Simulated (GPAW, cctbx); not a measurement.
## Bonding in (BeTe)3(CuBr)3 as X-rays see it

Question: by how much does bonding change the X-ray structure factors of (BeTe)3(CuBr)3, and what does a routine refinement make of it?

The cell is a (BeTe)3(CuBr)3 superlattice along [001] of the zinc-blende type, started at the mean lattice constant and relaxed freely, with no substrate. All numbers below are calculated.

## Step 1: Find the equilibrium geometry

The density hangs on the geometry, so cell and atoms are relaxed first, with the symmetry held. The cutoff is set higher than for the density because stress converges slowly with plane waves.

Settings: GPAW 26.7.0, PBE, 570 eV, 6×6×2 k-points (along the axes of the calculation cell), Fermi–Dirac width 0.1 eV, BFGS to 0.03 eV/Å.

```text
cell
1.0
     4.034044187    0.000000000    0.000000000
     0.000000000    4.034044187    0.000000000
     0.000000000    0.000000000   17.115000000
Be Te Cu Br
3 3 3 3
Direct
0.000000000 0.000000000 0.000000000
0.500000000 0.500000000 0.166666667
0.000000000 0.000000000 0.333333333
0.500000000 0.000000000 0.083333333
0.000000000 0.500000000 0.250000000
0.500000000 0.000000000 0.416666667
0.500000000 0.500000000 0.500000000
0.000000000 0.000000000 0.666666667
0.500000000 0.500000000 0.833333333
0.000000000 0.500000000 0.583333333
0.500000000 0.000000000 0.750000000
0.000000000 0.500000000 0.916666667
```

```console
$ OMP_NUM_THREADS=1 mpirun -n 4 gpaw python run.py > gpaw.log
```

```text
BFGS:    0      -39.507459        0.869522
BFGS:    1      -39.545494        0.727566
BFGS:    2      -39.663524        0.291896
BFGS:    3      -39.668470        0.285442
...
BFGS:   18      -39.729910        0.034333
BFGS:   19      -39.730001        0.030205
BFGS:   20      -39.730072        0.027536
cell  4.0178 4.0854 17.1860  90.00 90.00 90.00
volume 282.097 A^3, largest force 0.027 eV/A, largest stress 0.18 GPa
```

After 20 steps the volume has changed by +1.3 % and the energy by -0.223 eV; the largest stress left is 0.18 GPa. It took 22 min on 4 cores of Intel(R) Xeon(R) Platinum 8488C (Sapphire Rapids) (shared host), peak memory 2.2 GiB.

Relaxed structure: Pmm2 (no. 25), a = 4.0178 Å, b = 4.0854 Å, c = 17.1860 Å, α = 90.00°, β = 90.00°, γ = 90.00°.

```csv
atom,mult.,x,y,z
Te1,1,1/2,0,0.0812
Te2,1,0,1/2,0.2448
Te3,1,1/2,0,0.4074
Br1,1,0,1/2,0.5898
Br2,1,1/2,0,0.7587
Br3,1,0,1/2,0.9288
Cu1,1,1/2,1/2,0.4910
Cu2,1,0,0,0.6647
Cu3,1,1/2,1/2,0.8347
Be1,1,0,0,0.0037
Be2,1,1/2,1/2,0.1658
Be3,1,0,0,0.3291
```

## Step 2: The all-electron density

X-rays see the whole electron density, so the PAW density is rebuilt with its core regions. Subtracting spherical free atoms from the same code cancels the cores and leaves the deformation density Δρ, the part due to bonding.

Settings: PBE, 450 eV, 6×6×2 k-points (along the axes of the calculation cell), Fermi–Dirac width 0.1 eV; primitive cell of 12 atoms.

```console
$ OMP_NUM_THREADS=1 mpirun -n 4 gpaw python run.py > gpaw.log
```

```text
|iter:   1|       0s |  -40.972620 | +0.20 |       |
|iter:   2|       3s |  -40.401244 | -1.40 | -1.20 |
|iter:   3|       6s |  -39.832852 | -1.06 | -1.25 |
...
|iter:  11|      28s |  -39.546494c| -5.73 | -3.46 |
|iter:  12|      31s |  -39.546490c| -6.74 | -3.93 |
|iter:  13|      34s |  -39.546488c| -7.58c| -4.23c|
```

```text
grid (40, 40, 180)  electrons 360.000  moved by bonding 1.968 e
deformation density beyond 0.5 A of the nuclei: max 0.132, min -0.131 e/A^3
atom        x       y       z   Voronoi charge  moment
Te1    0.5000  0.0000  0.0812      0.024       0.00
Te2    0.0000  0.5000  0.2448      0.039       0.00
Te3    0.5000  0.0000  0.4074     -0.033       0.00
Br4    0.0000  0.5000  0.5898     -0.094       0.00
Br5    0.5000  0.0000  0.7587     -0.099       0.00
Br6    0.0000  0.5000  0.9288     -0.009       0.00
Cu7    0.5000  0.5000  0.4911      0.034       0.00
Cu8    0.0000  0.0000  0.6647      0.092       0.00
Cu9    0.5000  0.5000  0.8347      0.089       0.00
Be10   0.0000  0.0000  0.0037      0.036       0.00
Be11   0.5000  0.5000  0.1658     -0.039       0.00
Be12   0.0000  0.0000  0.3291     -0.039       0.00
mean inner potential of superposed free atoms 13.537 V
total magnetic moment 0.000 muB
```

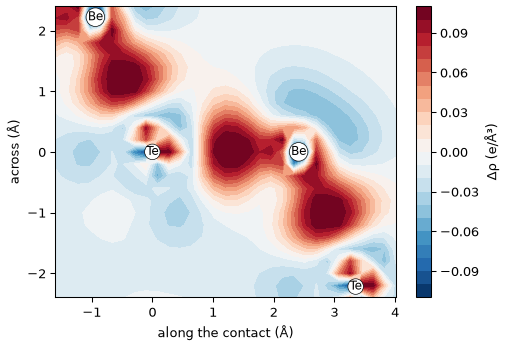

Deformation density in a plane through the shortest contact of the Te atom at the origin; red gains electrons, blue loses them.

Br gains most (-0.07 e) and Cu loses most (+0.07 e), in averages over each element's sites; Br is the most electronegative element, but the order of the others doesn't follow electronegativity. Such charges fall far short of formal ones, since overlapping free atoms already put density on their neighbours. Along the shortest contact from the Te atom at the map's origin, Te–Be at 2.41 Å, Δρ is +0.13 e/Å³ at the midpoint and highest, +0.13, 1.32 Å from Te (points within 0.5 Å of a nucleus left out): a bond charge, the mark of covalency. At the midpoints of other shortest contacts it is +0.07 (Br–Be, 2.42 Å) and +0.09 (Te–Cu, 2.50 Å) e/Å³. Point values carry grid noise of about 0.01 e/Å³. The run needed 13 iterations, 48 s.

## Step 3: Structure factors

The Fourier components of Δρ, added to those of the free atoms, give the static X-ray structure factors; the Mott–Bethe relation turns them into the Fourier components V of the potential that fast electrons feel.

```text
static structure factors of the conventional cell: F in electrons, V (Mott-Bethe) in volts
   h  k  l      d  |F| table  |F| free   |F| DFT   change   |V| free  |V| DFT  change %
   0  0  1 17.1860    17.888    17.887    17.944    0.058     0.730    0.439    -39.9
   0  0  2  8.5930     2.630     2.629     2.648    0.020     0.074    0.044    -40.3
   0  0  3  5.7287    22.473    22.464    22.572    0.109     0.632    0.550    -13.0
   0  0  4  4.2965     6.225     6.214     6.252    0.038     0.148    0.135     -8.8
   0  1  0  4.0854     8.285     8.177     8.041   -0.136     0.048    0.011    -76.9
   1  0  0  4.0178    38.756    38.695    38.750    0.055     0.867    0.852     -1.7
   0  1  1  3.9746     0.596     0.590     0.612    0.022     0.005    0.003        -
   1  0  1  3.9123     2.215     2.211     2.224    0.013     0.053    0.054      1.2
   0  1  2  3.6896    30.786    30.612    30.318   -0.294     0.514    0.552      7.4
   1  0  2  3.6396    74.296    74.125    74.094   -0.032     1.641    1.647      0.4
   0  0  5  3.4372    66.865    66.706    66.704   -0.002     1.532    1.521     -0.7
   0  1  3  3.3262   232.571   232.624   233.163    0.539     6.889    6.791     -1.4
   1  0  3  3.2894   241.531   241.552   242.041    0.489     7.117    7.030     -1.2
   0  1  4  2.9606    61.872    61.749    61.510   -0.239     1.407    1.421      1.0
```

The largest X-ray change is +0.54 e on 013, 0.2 % of |F|. For electrons V goes as (Z − F)/g², so a change of F counts against Z − F, which is small at low angle and wherever the atoms' terms cancel: |V| of 001 moves by -39.9 % (0.73 to 0.44 V) against +0.3 % in |F|. The last three rows still change by up to 0.54 e; the table stops while the angles are still low. The tabulated Hartree–Fock atoms differ from the free DFT atoms by up to 0.17 e, so the choice of reference atom matters too.

## Step 4: Refining ordinary atoms against data with bonding

Routine crystallography fits spherical atoms. To see the bias, intensities are simulated from tabulated atoms plus the DFT change ΔF, so that bonding alone can misfit (9412 reflections of the full sphere, merged to the counts below, to 0.5 Å, 1.5 % proportional noise plus counting noise, assumed isotropic U as listed, Δρ smeared by the mean U) and refined with cctbx over different ranges.

| range | data | R1 | GooF | U Te1 (true 0.007) | U Te2 (true 0.007) | U Te3 (true 0.007) | U Br1 (true 0.0081) | largest shift (Å) | Δρ max, min (e/Å³) |
| --- | --- | --- | --- | --- | --- | --- | --- | --- | --- |
| all data | 2806 | 0.0097 | 0.93 | 0.0070 | 0.0070 | 0.0070 | 0.0081 | 0.0038 | 0.48, -0.43 |
| low resolution, d > 0.84 | 659 | 0.0078 | 0.96 | 0.0069 | 0.0069 | 0.0069 | 0.0081 | 0.0074 | 0.22, -0.22 |
| high order, d < 0.75 | 1892 | 0.0112 | 0.92 | 0.0070 | 0.0070 | 0.0070 | 0.0081 | 0.0082 | 0.32, -0.31 |
| occupancies free, d > 0.7 | 1092 | 0.0081 | 0.93 | 0.0070 | 0.0070 | 0.0069 | 0.0080 | 0.0007 | 0.25, -0.27 |

With all data GooF is 0.93, so at this noise the bonding hardly shows; the top residual peak lies 1.23 Å from Cu and 1.74 Å from Te. No U is off by more than 3 s.u. at low resolution. With Te1 held at 1 and the scale free, the other occupancies refine to Te2 1.000(0.002), Te3 0.999(0.003), Br1 1.000(0.002) and Br2 1.000(0.003), within three s.u. of full.

## Step 5: Answer

Bonding moves 1.97 e in the primitive cell of (BeTe)3(CuBr)3 and changes the structure factors of the conventional cell in the table above by at most 0.54 e (013, 0.2 %), and among reflections above 2 % of the strongest by up to 1.7 % (010). The shortest bond, Te–Be, has Δρ = +0.13 e/Å³ at its midpoint, a covalent bond charge. With all data GooF is 0.93, so at this noise the bonding hardly shows. Limits: static density, frozen cores, no spin–orbit coupling; no Hubbard U on Cu.

[Outputs are excerpts: Python notices, other lines and further rows are left out; steps that failed or that the build refused (PBEsol, TPSS) are not shown.]

[Logs are printed without paths, hosts, clocks, repeated set-up lines and the standing remarks that a program may print on its own settings, such as how far it seeks lower states.]
